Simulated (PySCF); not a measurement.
## A study: CH$_{4}$O, SMILES `CO`

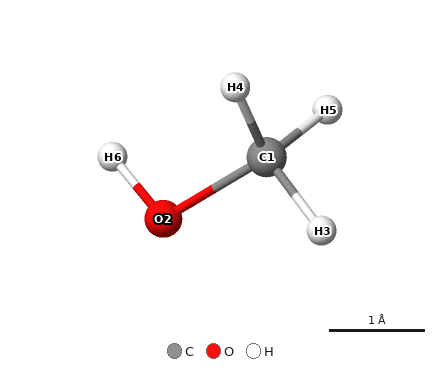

The molecule, with its atoms numbered as below. No frequency check shows the geometry to be a minimum.

Cartesian coordinates (Å):

```
C1       0.6597    0.0200    0.0001
O2      -0.7392   -0.1228   -0.0000
H3       1.0734   -0.9866   -0.0062
H4       1.0137    0.5436    0.8946
H5       1.0127    0.5544   -0.8889
H6      -1.1443    0.7507    0.0004
```

Part 1: Bonding charge

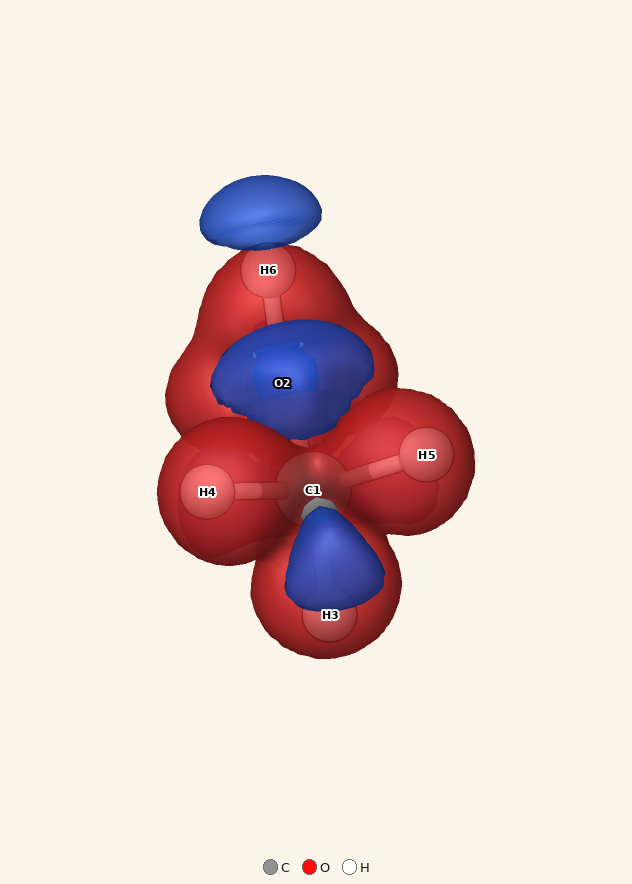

Deformation density (molecule less spherical, spin-averaged free atoms at the same positions), surfaces at ±0.07 e/Å³; red: gain, blue: loss.

Method: ωB97X/def2-SVPD; geometry: GFN2-xTB; program: PySCF.

Q: How much density has each bond gained at its critical point, relative to the free atoms?

A: O2–H6: +0.89 e/Å³ at the bond critical point (bond length 0.96 Å). C1–H3: +0.76 e/Å³ at the bond critical point (bond length 1.09 Å). C1–H4: +0.73 e/Å³ at the bond critical point (bond length 1.09 Å). C1–H5: +0.73 e/Å³ at the bond critical point (bond length 1.10 Å). C1–O2: +0.13 e/Å³ at the bond critical point (bond length 1.41 Å). In all, 1.3 electrons gather in the regions of gain relative to the promolecule. A small or negative value marks a very polar bond, one between electron-rich atoms, whose free-atom densities already overlap strongly, a long bond to a heavier atom, or a closed-shell contact such as a hydrogen bond.

Q: Where do the Hirshfeld charges lie?

A: The highest Hirshfeld charge is on H6 (+0.16 e), the lowest on O2 (−0.24 e).

```tsv
atom	charge (e)
C1	−0.04
O2	−0.24
H3	+0.05
H4	+0.04
H5	+0.04
H6	+0.16
```

Part 2: Bond critical points

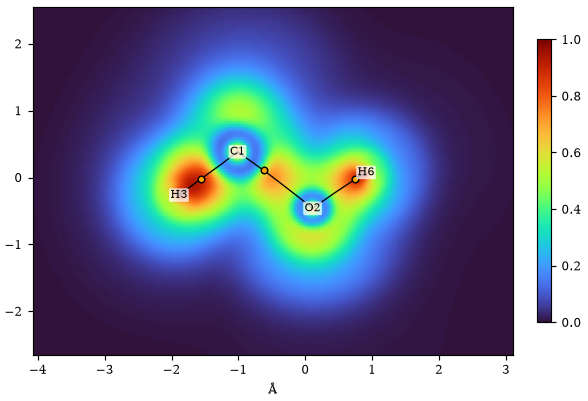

Localised orbital locator (LOL) in the plane of C1, O2, H3 and H6, with bond paths and bond critical points (dots).

Q: Rank the bonds in the plane by LOL at their critical points.

A: C1–H3: about 0.90; O2–H6: about 0.88; C1–O2: about 0.53. Values above 0.5 mark slow, localised electrons, as in shared pairs; low values at a critical point mark a polar or closed-shell contact whose critical point lies between the shells.

Q: Where along O2–H6 does the critical point lie?

A: 0.78 Å from O2 and 0.19 Å from H6.

Part 3: Local ionisation energy

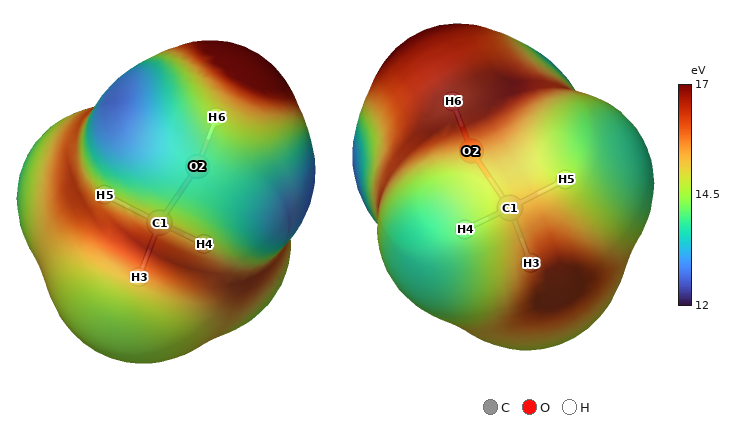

Average local ionisation energy on the surface of electron density 0.001 a.u. (back view left, front view right).

Q: Locate the minima of the map.

A: The lowest value is 12.8 eV, 1.9 Å from O2, and at like points elsewhere. Further minima include 13.7 eV, 1.4 Å from H4, and at like points elsewhere; 14.3 eV, 1.3 Å from H3. For comparison, the highest occupied orbital lies at −10.5 eV.

Q: What volume does the surface enclose, and what is the dipole moment?

A: About 53 Å³; the dipole moment is 1.7 D.

Part 4: Excited states

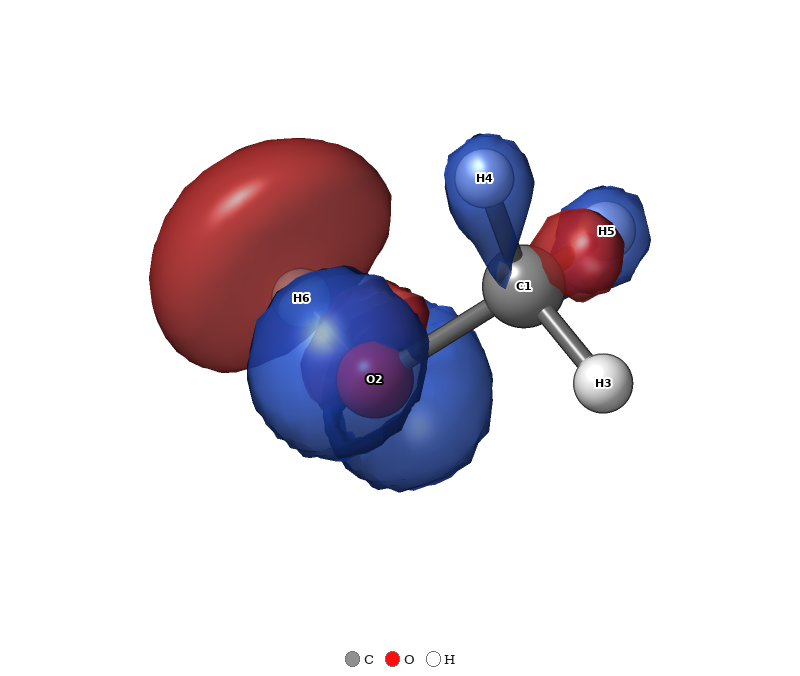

Unrelaxed difference density of S₁ less the ground state (TDA singlet states), ±0.06 e/Å³; red: gain, blue: loss.

Level of theory: CAM-B3LYP/6-31G* (PySCF), at a geometry from GFN2-xTB. Without diffuse functions Rydberg states are missing, so the states' numbers hold for this basis only.

Q: How does the charge move on excitation?

A: 0.79 e is displaced in all, of which about 0.5 e passes between atoms: O2 (0.47 e) loses electrons and H6 (0.45 e) gains them. The state: 7.87 eV (158 nm), f = 0.000 (very weak); the leading pair carries 100 %; hole on O2 (73 %), C1 (11 %) and H4 and H5 (6 % each), electron on H6 (49 %), O2 (26 %) and C1 (13 %); their centroids lie 0.9 Å apart.

Part 5: Removing or adding an electron

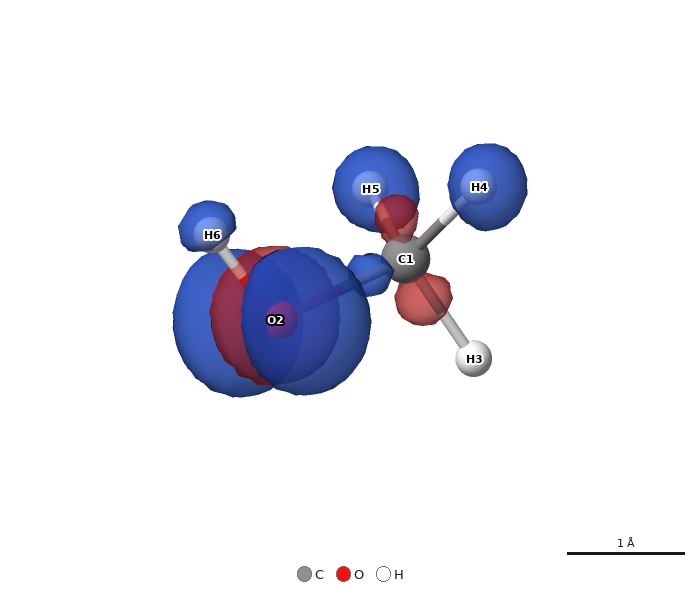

Fukui function f⁻ = ρ(N) − ρ(N−1) at fixed geometry, surfaces at ±0.1 e/Å³ (blue positive, red negative).

PySCF calculation, PBE0/def2-SVP, gas phase; geometry: GFN2-xTB.

Q: On which atoms does the density change most on removal of an electron?

A: f⁻ (Hirshfeld-condensed) is largest on O2 (0.43); the vertical ionisation energy is 10.64 eV. Condensed values hint at sites of electrophilic attack but needn't mark the atom that reacts. Orbital relaxation makes it negative in places (0.18 e in all).

Part 6: Localised orbitals

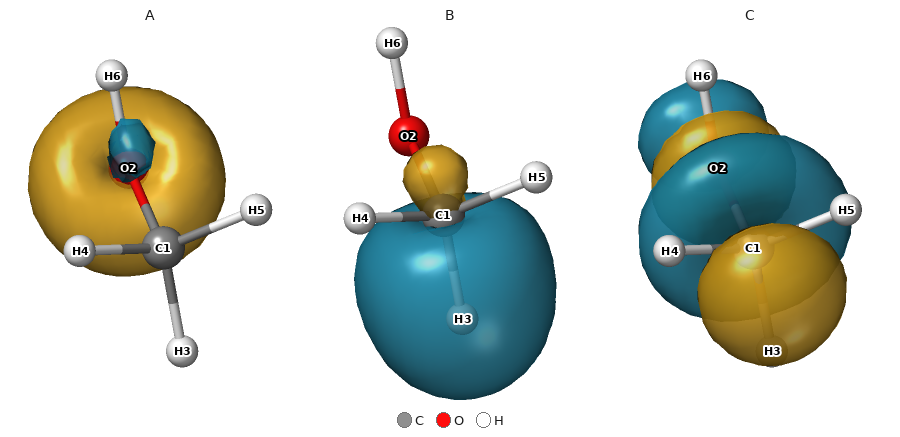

Intrinsic bond orbitals (IBO), occupied and valence-virtual; each surface holds about 85 % of the orbital's density. Energies are diagonal elements of the Fock matrix.

Level of theory: BP86/6-31G* (PySCF), at a geometry from GFN2-xTB.

Q: Identify each orbital.

A: By panel:
- A: lone pair on O2 (sp1.1-type) (O2 99 %; −11.6 eV)
- B: σ bond C1–H3 (C1 58 %, H3 42 %; −11.8 eV)
- C: σ* orbital C1–O2, mostly on C1 (C1 63 %, O2 37 %; 6.4 eV)

Q: How do all the valence pairs divide up?

A: 7 pairs: 5 σ bonds and 2 lone pairs.
